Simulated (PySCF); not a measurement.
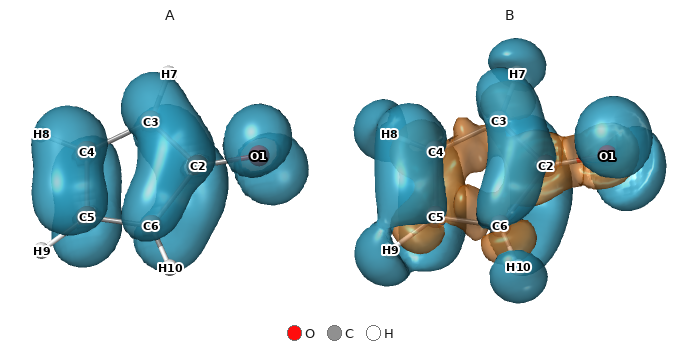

C5H4O, SMILES `O=C1C=CC=C1`. The Fukui function f⁺ from two separate SCF calculations and the density of the LUMO, at ±0.015 e/Å³ (light blue positive, orange negative).

Computed with PySCF, BP86/6-311+G**, geometry: GFN2-xTB. This is a single-reference result, which may miss multireference character in this system. No frequency check shows the geometry to be a minimum.

Geometry (Å), atoms numbered from 1:

```
O1      -2.0286   -0.0001    0.0000
C2      -0.8250    0.0001    0.0000
C3       0.0894   -1.1866    0.0000
C4       1.3451   -0.7396    0.0000
C5       1.3451    0.7396    0.0000
C6       0.0894    1.1865    0.0000
H7      -0.2662   -2.1986    0.0000
H8       2.2489   -1.3223    0.0000
H9       2.2489    1.3223    0.0000
H10     -0.2662    2.1986    0.0000
```

Which panel is which, and how good is the frozen-orbital picture?

Answer. B is f⁺ (it has negative regions), A the LUMO density. The LUMO lies on O1 (23 %), C2 (18 %) and C4 and C5 (15 % each); f⁺ (Hirshfeld-condensed) is largest on O1 (0.18), C4 and C5 (0.12 each) and C2 (0.12); the vertical electron affinity is 1.11 eV (the stability of the anion's solution wasn't checked; the anion's highest orbital has positive energy, so this value and f⁺ depend on the basis). Relaxation shifts 20 % of the electron between atoms. The orbital energy is −4.05 eV.
